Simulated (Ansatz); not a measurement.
# AsH7O2Si (built from SMILES O[SiH2]O.[AsH3]): molecular dynamics

Aim: follow the atoms for 80 steps of 0.5 fs with a Langevin thermostat, with velocities drawn for 100 K, and see to which side of the barrier the system falls.

Method: PBE0-D4/def2-SVP; program: Ansatz 0.2.0, Gaussian basis.

2 further runs of the same task are left out: 2 that didn't finish. Runs told in other sessions of the task aren't counted.

**1. The starting structure**

The start, a first-order saddle point found at PBE0-D4 in triple zeta: 11 atoms, charge 0, spin multiplicity 1.

Atoms are counted from 1 here; the program's logs count them from 0.

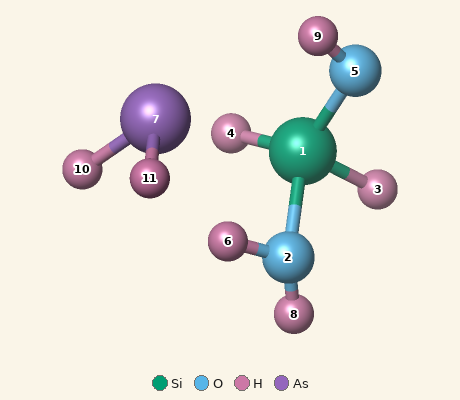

As it starts; silicon teal, oxygen blue, hydrogen pink, arsenic purple; atoms are numbered from 1 in the order of the file.

As a file:

```xyz
11

Si    0.27723   -0.43689   -0.98724
O     1.00154   -0.77210    0.66041
H     1.19868   -1.42468   -1.61730
H    -1.07281   -1.01900   -1.15939
O     0.74126    0.92334   -1.76200
H     0.27952   -0.26394    1.21140
As   -1.23782    1.20663    0.75644
H     1.24507   -1.67587    0.91886
H     0.25387    1.71012   -1.49836
H    -2.12906    0.16159    1.40989
H    -0.55749    1.59082    2.06729
```

**2. Dynamics**

Input file md/in.yaml:

```yaml
crystal:
  periodic: [false, false, false]
  atoms:
    - {symbol: Si, position_ang: [0.277229, -0.436891, -0.987236]}
    - {symbol: O, position_ang: [1.001544, -0.772104, 0.660408]}
    - {symbol: H, position_ang: [1.198681, -1.424677, -1.617300]}
    - {symbol: H, position_ang: [-1.072809, -1.019005, -1.159392]}
    - {symbol: O, position_ang: [0.741264, 0.923339, -1.762003]}
    - {symbol: H, position_ang: [0.279517, -0.263945, 1.211403]}
    - {symbol: As, position_ang: [-1.237825, 1.206631, 0.756440]}
    - {symbol: H, position_ang: [1.245075, -1.675873, 0.918861]}
    - {symbol: H, position_ang: [0.253870, 1.710118, -1.498363]}
    - {symbol: H, position_ang: [-2.129059, 0.161587, 1.409894]}
    - {symbol: H, position_ang: [-0.557488, 1.590820, 2.067288]}
basis:
  gaussian: {orbitals: def2-SVP}
hamiltonian: {xc: pbe0, dispersion: d4}
md: {n_steps: 80, timestep: 0.5, temperature: 100, ensemble: nvt_langevin, seed: 56, friction: 0.002, initial_velocities: maxwell_boltzmann}
```

Launch:

```bash
$ ansatz run in.yaml --threads 8 --pin off --events-out ev --progress --plain --max-ram 19148MiB
```

The log of the run:

```text
Functional definition: PBE0
  name "PBE0"
  cite "Adamo & Barone, J. Chem. Phys. 110, 6158 (1999) doi:10.1063/1.478522"
  cite "Perdew, Burke & Ernzerhof, Phys. Rev. Lett. 77, 3865 (1996) doi:10.1103/PhysRevLett.77.3865"
  parent pbe
  parameter a = 0.25
  parameter kappa = 0.804
  parameter beta = 0.06672455060314922
  exchange = (1 - a)*pbe_x(kappa = kappa, mu = beta*pi^2/3) + a*exact_x
  correlation = pbe_c(beta = beta)
1167 factors; integrals over basis functions are off by at most 3.6e-4 eV
mean field evaluation 1: about -72893.2768 eV, gradient 5.5e1 eV
mean field evaluation 2: about -72885.9963 eV, gradient 8.4e1 eV
mean field evaluation 4: about -72898.4554 eV, gradient 3.4e0 eV
mean field evaluation 8: about -72898.4823 eV, gradient 3.7e-2 eV
mean field -72898.48228009 eV, -2678.9698114272 hartree, gradient 5.5e-5 eV, S^2 0.000000; 0 other end points of the search recorded, 0 dependent functions left out
the calculation of the forces begins
reference -72898.48230547 eV, -2678.9698123601 hartree; 35, 35 occupied and 78, 78 virtual orbitals, 1167 factors
md step     0: t =     0.00 fs  T =    90.9 K  F+E_penalty+E_count = -72898.68434981 eV  E_kin = 0.129260 eV  (24 SCF iters)
these checks for a lower state are left out or cut short: starts, cluster_reference, orbital_swaps, neighbouring_geometries, increment
1167 factors; integrals over basis functions are off by at most 3.5e-4 eV
mean field evaluation 16: about -72898.4728 eV, gradient 1.5e-3 eV
mean field -72898.48006632 eV, -2678.9697300727 hartree, gradient 3.8e-5 eV, S^2 0.000000; 0 other end points of the search recorded, 0 dependent functions left out
the calculation of the forces begins
reference -72898.48009170 eV, -2678.9697310054 hartree; 35, 35 occupied and 78, 78 virtual orbitals, 1167 factors
md step     1: t =     0.50 fs  T =    89.2 K  F+E_penalty+E_count = -72898.68213220 eV  E_kin = 0.126812 eV  (26 SCF iters)
these checks for a lower state are left out or cut short: starts, cluster_reference, orbital_swaps, neighbouring_geometries, increment
1167 factors; integrals over basis functions are off by at most 3.4e-4 eV
mean field -72898.47501908 eV, -2678.9695445902 hartree, gradient 3.8e-5 eV, S^2 0.000000; 0 other end points of the search recorded, 0 dependent functions left out
the calculation of the forces begins
reference -72898.47504447 eV, -2678.9695455231 hartree; 35, 35 occupied and 78, 78 virtual orbitals, 1167 factors
md step     2: t =     1.00 fs  T =    84.2 K  F+E_penalty+E_count = -72898.67707491 eV  E_kin = 0.119661 eV  (26 SCF iters)
[... from here on, the SCF cycles and remarks between the steps are left out ...]
md step     3: t =     1.50 fs  T =    79.8 K  F+E_penalty+E_count = -72898.67127110 eV  E_kin = 0.113427 eV  (26 SCF iters)
md step     4: t =     2.00 fs  T =    76.3 K  F+E_penalty+E_count = -72898.66635553 eV  E_kin = 0.108506 eV  (26 SCF iters)
md step     5: t =     2.50 fs  T =    73.2 K  F+E_penalty+E_count = -72898.66287420 eV  E_kin = 0.104009 eV  (26 SCF iters)
md step     6: t =     3.00 fs  T =    73.2 K  F+E_penalty+E_count = -72898.66049761 eV  E_kin = 0.104025 eV  (26 SCF iters)
md step     7: t =     3.50 fs  T =    70.2 K  F+E_penalty+E_count = -72898.65821996 eV  E_kin = 0.099884 eV  (26 SCF iters)
md step     8: t =     4.00 fs  T =    65.2 K  F+E_penalty+E_count = -72898.65513798 eV  E_kin = 0.092762 eV  (26 SCF iters)
md step     9: t =     4.50 fs  T =    62.8 K  F+E_penalty+E_count = -72898.65094451 eV  E_kin = 0.089353 eV  (26 SCF iters)
md step    10: t =     5.00 fs  T =    59.5 K  F+E_penalty+E_count = -72898.64564791 eV  E_kin = 0.084606 eV  (26 SCF iters)
md step    11: t =     5.50 fs  T =    58.0 K  F+E_penalty+E_count = -72898.63991465 eV  E_kin = 0.082464 eV  (26 SCF iters)
md step    12: t =     6.00 fs  T =    56.8 K  F+E_penalty+E_count = -72898.63485607 eV  E_kin = 0.080777 eV  (23 SCF iters)
md step    13: t =     6.50 fs  T =    54.7 K  F+E_penalty+E_count = -72898.63117041 eV  E_kin = 0.077717 eV  (23 SCF iters)
md step    14: t =     7.00 fs  T =    52.2 K  F+E_penalty+E_count = -72898.62905606 eV  E_kin = 0.074201 eV  (23 SCF iters)
md step    15: t =     7.50 fs  T =    51.8 K  F+E_penalty+E_count = -72898.62795742 eV  E_kin = 0.073596 eV  (24 SCF iters)
md step    16: t =     8.00 fs  T =    50.7 K  F+E_penalty+E_count = -72898.62637635 eV  E_kin = 0.072146 eV  (26 SCF iters)
md step    17: t =     8.50 fs  T =    48.4 K  F+E_penalty+E_count = -72898.62304576 eV  E_kin = 0.068789 eV  (26 SCF iters)
md step    18: t =     9.00 fs  T =    44.5 K  F+E_penalty+E_count = -72898.61767826 eV  E_kin = 0.063301 eV  (26 SCF iters)
md step    19: t =     9.50 fs  T =    39.4 K  F+E_penalty+E_count = -72898.61114564 eV  E_kin = 0.056026 eV  (26 SCF iters)
md step    20: t =    10.00 fs  T =    35.9 K  F+E_penalty+E_count = -72898.60503364 eV  E_kin = 0.050998 eV  (24 SCF iters)
md step    21: t =    10.50 fs  T =    33.2 K  F+E_penalty+E_count = -72898.60112521 eV  E_kin = 0.047184 eV  (23 SCF iters)
md step    22: t =    11.00 fs  T =    34.4 K  F+E_penalty+E_count = -72898.60066032 eV  E_kin = 0.048975 eV  (23 SCF iters)
md step    23: t =    11.50 fs  T =    37.6 K  F+E_penalty+E_count = -72898.60321628 eV  E_kin = 0.053441 eV  (23 SCF iters)
md step    24: t =    12.00 fs  T =    38.8 K  F+E_penalty+E_count = -72898.60740655 eV  E_kin = 0.055128 eV  (24 SCF iters)
md step    25: t =    12.50 fs  T =    42.5 K  F+E_penalty+E_count = -72898.61184424 eV  E_kin = 0.060431 eV  (26 SCF iters)
md step    26: t =    13.00 fs  T =    46.0 K  F+E_penalty+E_count = -72898.61572274 eV  E_kin = 0.065405 eV  (26 SCF iters)
md step    27: t =    13.50 fs  T =    46.4 K  F+E_penalty+E_count = -72898.61873128 eV  E_kin = 0.065965 eV  (26 SCF iters)
md step    28: t =    14.00 fs  T =    48.2 K  F+E_penalty+E_count = -72898.62103835 eV  E_kin = 0.068482 eV  (26 SCF iters)
md step    29: t =    14.50 fs  T =    49.3 K  F+E_penalty+E_count = -72898.62347959 eV  E_kin = 0.070087 eV  (23 SCF iters)
md step    30: t =    15.00 fs  T =    52.2 K  F+E_penalty+E_count = -72898.62681204 eV  E_kin = 0.074172 eV  (23 SCF iters)
md step    31: t =    15.50 fs  T =    56.3 K  F+E_penalty+E_count = -72898.63105285 eV  E_kin = 0.080069 eV  (23 SCF iters)
md step    32: t =    16.00 fs  T =    57.9 K  F+E_penalty+E_count = -72898.63544631 eV  E_kin = 0.082374 eV  (23 SCF iters)
md step    33: t =    16.50 fs  T =    60.0 K  F+E_penalty+E_count = -72898.63933178 eV  E_kin = 0.085291 eV  (26 SCF iters)
md step    34: t =    17.00 fs  T =    61.3 K  F+E_penalty+E_count = -72898.64194003 eV  E_kin = 0.087227 eV  (26 SCF iters)
md step    35: t =    17.50 fs  T =    61.2 K  F+E_penalty+E_count = -72898.64254073 eV  E_kin = 0.087048 eV  (26 SCF iters)
md step    36: t =    18.00 fs  T =    61.2 K  F+E_penalty+E_count = -72898.64155661 eV  E_kin = 0.087004 eV  (26 SCF iters)
md step    37: t =    18.50 fs  T =    61.1 K  F+E_penalty+E_count = -72898.64040705 eV  E_kin = 0.086906 eV  (26 SCF iters)
md step    38: t =    19.00 fs  T =    61.2 K  F+E_penalty+E_count = -72898.64066888 eV  E_kin = 0.086992 eV  (23 SCF iters)
md step    39: t =    19.50 fs  T =    61.8 K  F+E_penalty+E_count = -72898.64359713 eV  E_kin = 0.087893 eV  (23 SCF iters)
md step    40: t =    20.00 fs  T =    66.7 K  F+E_penalty+E_count = -72898.64946744 eV  E_kin = 0.094830 eV  (26 SCF iters)
md step    41: t =    20.50 fs  T =    75.6 K  F+E_penalty+E_count = -72898.65656275 eV  E_kin = 0.107558 eV  (26 SCF iters)
md step    42: t =    21.00 fs  T =    77.5 K  F+E_penalty+E_count = -72898.66232957 eV  E_kin = 0.110170 eV  (26 SCF iters)
md step    43: t =    21.50 fs  T =    80.6 K  F+E_penalty+E_count = -72898.66527747 eV  E_kin = 0.114564 eV  (26 SCF iters)
md step    44: t =    22.00 fs  T =    80.8 K  F+E_penalty+E_count = -72898.66492563 eV  E_kin = 0.114882 eV  (26 SCF iters)
md step    45: t =    22.50 fs  T =    78.2 K  F+E_penalty+E_count = -72898.66197779 eV  E_kin = 0.111250 eV  (26 SCF iters)
md step    46: t =    23.00 fs  T =    74.8 K  F+E_penalty+E_count = -72898.65820404 eV  E_kin = 0.106355 eV  (26 SCF iters)
md step    47: t =    23.50 fs  T =    71.3 K  F+E_penalty+E_count = -72898.65504406 eV  E_kin = 0.101390 eV  (24 SCF iters)
md step    48: t =    24.00 fs  T =    70.3 K  F+E_penalty+E_count = -72898.65355235 eV  E_kin = 0.099905 eV  (24 SCF iters)
md step    49: t =    24.50 fs  T =    71.4 K  F+E_penalty+E_count = -72898.65421364 eV  E_kin = 0.101495 eV  (23 SCF iters)
md step    50: t =    25.00 fs  T =    73.4 K  F+E_penalty+E_count = -72898.65613897 eV  E_kin = 0.104316 eV  (26 SCF iters)
md step    51: t =    25.50 fs  T =    73.3 K  F+E_penalty+E_count = -72898.65784427 eV  E_kin = 0.104288 eV  (26 SCF iters)
md step    52: t =    26.00 fs  T =    74.5 K  F+E_penalty+E_count = -72898.65830487 eV  E_kin = 0.105898 eV  (26 SCF iters)
md step    53: t =    26.50 fs  T =    74.8 K  F+E_penalty+E_count = -72898.65745582 eV  E_kin = 0.106324 eV  (26 SCF iters)
md step    54: t =    27.00 fs  T =    74.0 K  F+E_penalty+E_count = -72898.65613939 eV  E_kin = 0.105277 eV  (26 SCF iters)
md step    55: t =    27.50 fs  T =    75.6 K  F+E_penalty+E_count = -72898.65528496 eV  E_kin = 0.107554 eV  (26 SCF iters)
md step    56: t =    28.00 fs  T =    76.2 K  F+E_penalty+E_count = -72898.65605608 eV  E_kin = 0.108379 eV  (23 SCF iters)
md step    57: t =    28.50 fs  T =    79.5 K  F+E_penalty+E_count = -72898.65895084 eV  E_kin = 0.113035 eV  (23 SCF iters)
md step    58: t =    29.00 fs  T =    85.0 K  F+E_penalty+E_count = -72898.66318645 eV  E_kin = 0.120880 eV  (26 SCF iters)
md step    59: t =    29.50 fs  T =    89.8 K  F+E_penalty+E_count = -72898.66707605 eV  E_kin = 0.127716 eV  (26 SCF iters)
md step    60: t =    30.00 fs  T =    92.6 K  F+E_penalty+E_count = -72898.66863731 eV  E_kin = 0.131642 eV  (26 SCF iters)
md step    61: t =    30.50 fs  T =    90.3 K  F+E_penalty+E_count = -72898.66697383 eV  E_kin = 0.128379 eV  (26 SCF iters)
md step    62: t =    31.00 fs  T =    87.9 K  F+E_penalty+E_count = -72898.66275910 eV  E_kin = 0.124938 eV  (26 SCF iters)
md step    63: t =    31.50 fs  T =    83.9 K  F+E_penalty+E_count = -72898.65744278 eV  E_kin = 0.119318 eV  (26 SCF iters)
md step    64: t =    32.00 fs  T =    82.3 K  F+E_penalty+E_count = -72898.65258271 eV  E_kin = 0.117080 eV  (26 SCF iters)
md step    65: t =    32.50 fs  T =    80.4 K  F+E_penalty+E_count = -72898.64944364 eV  E_kin = 0.114250 eV  (26 SCF iters)
md step    66: t =    33.00 fs  T =    81.2 K  F+E_penalty+E_count = -72898.64908484 eV  E_kin = 0.115487 eV  (26 SCF iters)
md step    67: t =    33.50 fs  T =    81.4 K  F+E_penalty+E_count = -72898.65127022 eV  E_kin = 0.115758 eV  (26 SCF iters)
md step    68: t =    34.00 fs  T =    84.8 K  F+E_penalty+E_count = -72898.65499681 eV  E_kin = 0.120559 eV  (26 SCF iters)
md step    69: t =    34.50 fs  T =    86.9 K  F+E_penalty+E_count = -72898.65900992 eV  E_kin = 0.123578 eV  (26 SCF iters)
md step    70: t =    35.00 fs  T =    88.2 K  F+E_penalty+E_count = -72898.66216231 eV  E_kin = 0.125464 eV  (26 SCF iters)
md step    71: t =    35.50 fs  T =    90.0 K  F+E_penalty+E_count = -72898.66428855 eV  E_kin = 0.127921 eV  (26 SCF iters)
md step    72: t =    36.00 fs  T =    90.6 K  F+E_penalty+E_count = -72898.66594998 eV  E_kin = 0.128757 eV  (26 SCF iters)
md step    73: t =    36.50 fs  T =    90.8 K  F+E_penalty+E_count = -72898.66803931 eV  E_kin = 0.129083 eV  (26 SCF iters)
md step    74: t =    37.00 fs  T =    94.2 K  F+E_penalty+E_count = -72898.67123133 eV  E_kin = 0.133917 eV  (26 SCF iters)
md step    75: t =    37.50 fs  T =    94.8 K  F+E_penalty+E_count = -72898.67516724 eV  E_kin = 0.134763 eV  (26 SCF iters)
md step    76: t =    38.00 fs  T =    98.2 K  F+E_penalty+E_count = -72898.67871127 eV  E_kin = 0.139585 eV  (26 SCF iters)
md step    77: t =    38.50 fs  T =   102.7 K  F+E_penalty+E_count = -72898.68120199 eV  E_kin = 0.145989 eV  (26 SCF iters)
md step    78: t =    39.00 fs  T =   104.1 K  F+E_penalty+E_count = -72898.68250502 eV  E_kin = 0.147994 eV  (26 SCF iters)
md step    79: t =    39.50 fs  T =   104.2 K  F+E_penalty+E_count = -72898.68248797 eV  E_kin = 0.148159 eV  (26 SCF iters)
these checks for a lower state are left out or cut short: starts, cluster_reference, orbital_swaps, neighbouring_geometries, increment
1167 factors; integrals over basis functions are off by at most 4.8e-4 eV
mean field evaluation 480: about -72898.4713 eV, gradient 1.2e-3 eV
mean field -72898.48023034 eV, -2678.9697361004 hartree, gradient 4.0e-5 eV, S^2 0.000000; 0 other end points of the search recorded, 0 dependent functions left out
the calculation of the forces begins
reference -72898.48025651 eV, -2678.9697370622 hartree; 35, 35 occupied and 78, 78 virtual orbitals, 1167 factors
1167 factors; integrals over basis functions are off by at most 4.8e-4 eV
mean field -72898.48023034 eV, -2678.9697361004 hartree, gradient 4.0e-5 eV, S^2 0.000000; 1 other end points of the search recorded, 0 dependent functions left out
the calculation of the forces begins
reference -72898.48025651 eV, -2678.9697370622 hartree; 35, 35 occupied and 78, 78 virtual orbitals, 1167 factors
md step    80: t =    40.00 fs  T =   105.3 K  F+E_penalty+E_count = -72898.68186149 eV  E_kin = 0.149709 eV  (26 SCF iters)
Total energy: -72898.68188766 eV, -2678.9771468703 hartree
Atom 0 at     0.240658    -0.401933    -1.020706 Å, force    -1.591975     0.681927     0.451214 eV/Å
Atom 1 at     0.944246    -0.823200     0.761931 Å, force     0.169011    -0.294813    -0.131577 eV/Å
Atom 2 at     1.156108    -1.438634    -1.539388 Å, force     0.405324    -0.176186     0.014052 eV/Å
Atom 3 at    -1.118808    -0.921399    -1.479555 Å, force     0.417191    -0.031226     0.234986 eV/Å
Atom 4 at     0.798003     0.954205    -1.786043 Å, force     0.096432     0.897597     0.119521 eV/Å
Atom 5 at     0.354800    -0.419626     1.446430 Å, force     0.145026    -0.015755    -0.055346 eV/Å
Atom 6 at    -1.257368     1.188091     0.753406 Å, force     0.176464    -0.287316    -0.424055 eV/Å
Atom 7 at     1.511571    -1.564343     1.049200 Å, force    -0.132485     0.077518    -0.032973 eV/Å
Atom 8 at     0.389534     1.797306    -1.491946 Å, force     0.267532    -0.901824    -0.264381 eV/Å
Atom 9 at    -1.969590     0.028821     1.461291 Å, force     0.067377     0.061491    -0.020083 eV/Å
Atom 10 at    -0.256211     1.379041     1.899118 Å, force    -0.019897    -0.011412     0.108642 eV/Å
Dipole moment:     0.482416    -0.569107     0.505296 e Å
```

Run time: 75 s. Hardware: 8 threads of Arm Neoverse V1, shared host.

**3. The trajectory**

One row in 5 steps:

```tsv
time (fs)	T (K)	potential (meV)	potential + kinetic (meV)	Si1–As7 (Å)	O2–H6 (Å)	Si1–O2 (Å)	H6–As7 (Å)
0.00	91	0.0	0.0	2.835	1.041	1.831	2.161
2.50	73	21.5	-3.8	2.837	1.035	1.823	2.190
5.00	60	38.7	-6.0	2.840	1.037	1.816	2.209
7.50	52	56.4	0.7	2.844	1.037	1.813	2.223
10.00	36	79.3	1.1	2.847	1.024	1.815	2.232
12.50	43	72.5	3.7	2.848	1.009	1.820	2.233
15.00	52	57.5	2.4	2.846	1.012	1.828	2.224
17.50	61	41.8	-0.4	2.844	1.025	1.839	2.209
20.00	67	34.9	0.5	2.843	1.027	1.853	2.200
22.50	78	22.4	4.4	2.842	1.011	1.866	2.203
25.00	73	28.2	3.3	2.841	1.003	1.880	2.210
27.50	76	29.1	7.4	2.839	1.010	1.895	2.218
30.00	93	15.7	18.1	2.836	1.011	1.910	2.235
32.50	80	34.9	19.9	2.831	1.000	1.924	2.264
35.00	88	22.2	18.4	2.826	0.991	1.938	2.299
37.50	95	9.2	14.7	2.821	0.991	1.951	2.337
40.00	105	2.5	22.9	2.814	0.989	1.962	2.380
```

Energies count from the start.

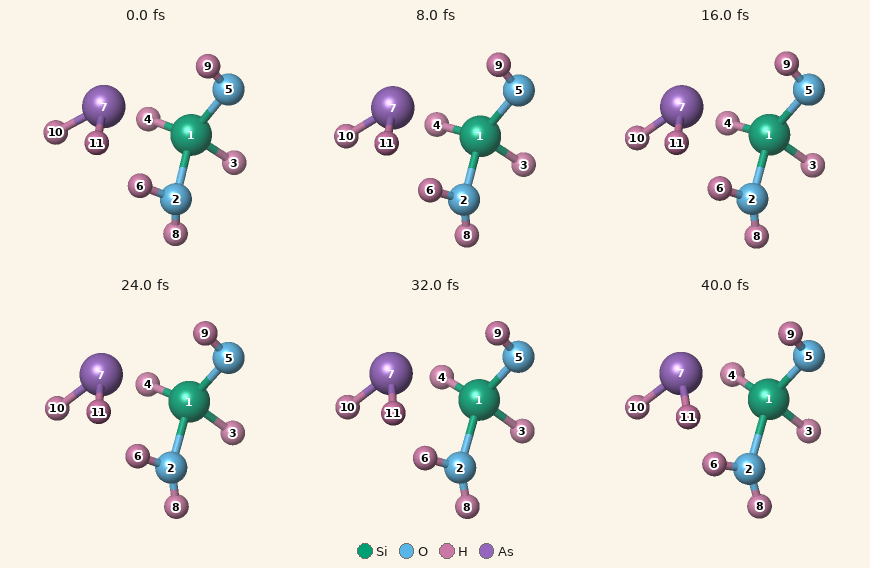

Six frames.

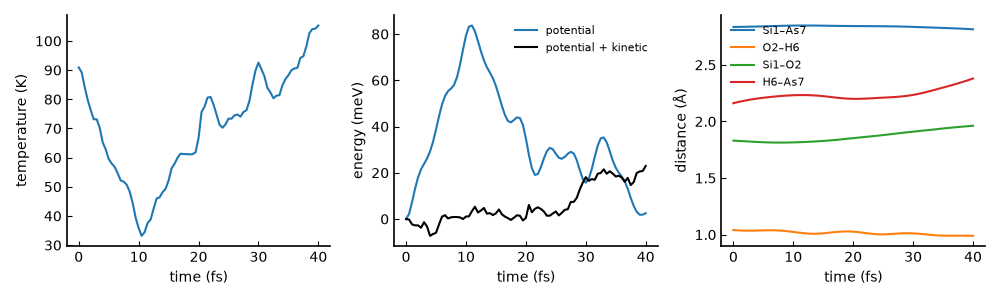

Temperature, energies and the distances followed.

Positions (Å) and forces (eV/Å) at 16.00 fs:

```xyz
11

Si    0.267   -0.443   -1.000    0.548    0.693   -0.117
O     0.950   -0.788    0.664    0.657   -0.588    0.532
H     1.245   -1.436   -1.566   -0.042    0.101   -0.082
H    -1.029   -1.123   -1.145   -0.387    0.043   -0.211
O     0.792    0.954   -1.771   -0.661   -0.373    0.223
H     0.369   -0.226    1.282   -0.127   -0.061    0.045
As   -1.245    1.202    0.761   -0.057    0.100   -0.185
H     1.359   -1.633    0.970   -0.226    0.511   -0.168
H     0.211    1.711   -1.576    0.290   -0.301    0.002
H    -2.009    0.079    1.444   -0.070   -0.055    0.043
H    -0.527    1.615    2.050    0.075   -0.070   -0.082
```

Positions (Å) and forces (eV/Å) at 40.00 fs:

```xyz
11

Si    0.241   -0.402   -1.021   -1.592    0.682    0.451
O     0.944   -0.823    0.762    0.169   -0.295   -0.132
H     1.156   -1.439   -1.539    0.405   -0.176    0.014
H    -1.119   -0.921   -1.480    0.417   -0.031    0.235
O     0.798    0.954   -1.786    0.096    0.898    0.120
H     0.355   -0.420    1.446    0.145   -0.016   -0.055
As   -1.257    1.188    0.753    0.176   -0.287   -0.424
H     1.512   -1.564    1.049   -0.132    0.078   -0.033
H     0.390    1.797   -1.492    0.268   -0.902   -0.264
H    -1.970    0.029    1.461    0.067    0.061   -0.020
H    -0.256    1.379    1.899   -0.020   -0.011    0.109
```

**4. What came out**

| quantity | value |
| --- | --- |
| length | 80 steps, 40.0 fs |
| temperature at the start | 91 K |
| mean temperature, second half | 84 K |
| lowest and highest potential energy, from the first frame | 0 and 84 meV |
| largest change of potential + kinetic | 22.9 meV |

By the last frame it has moved towards the side where Si1–As7, O2–H6 form. The thermostat trades energy with the molecule, so the sum of potential and kinetic energy isn't conserved: it changes by +23 meV over the run. The mean temperature of the second half is still well below the 100 K set. With 11 atoms the instant temperature spans 33 to 105 K. Under Langevin the temperature counts 3N degrees of freedom, more than the drawn velocities fill, so it starts at 91 K, not 100 K.
